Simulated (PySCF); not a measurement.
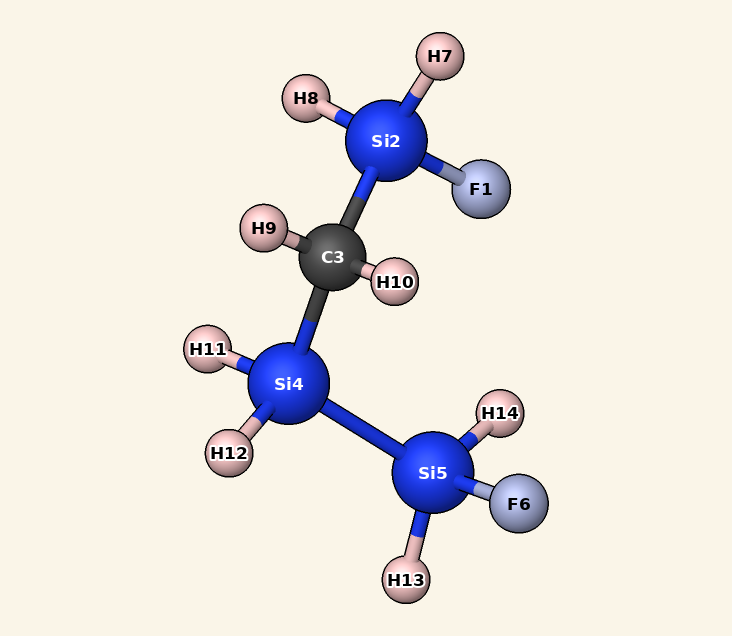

Every bond is drawn as one stick. The computed structure is the end point of a GFN2-xTB optimisation. No frequency run is at hand to confirm it as a minimum. Method: PBE0/pcSseg-1 (PySCF 2.14.0).

List the Mayer bond orders of F1–Si2, Si2–C3, Si2–H7, Si2–H8, C3–Si4, C3–H9, C3–H10, Si4–Si5, Si4–H11, Si4–H12, Si5–F6, Si5–H13, Si5–H14.

```
   bond  Mayer order  length (Å)
 F1–Si2         0.89       1.615
 Si2–C3         0.92       1.890
 Si2–H7         0.92       1.457
 Si2–H8         0.93       1.457
 C3–Si4         0.90       1.913
  C3–H9         0.93       1.090
 C3–H10         0.93       1.091
Si4–Si5         0.90       2.306
Si4–H11         0.92       1.473
Si4–H12         0.95       1.476
 Si5–F6         0.88       1.619
Si5–H13         0.90       1.463
Si5–H14         0.92       1.457
```

The geometry is semi-empirical. Around Si such bond lengths and angles can be off by a tenth of an ångström or more and by several degrees, and values that hang on the shape move with them.
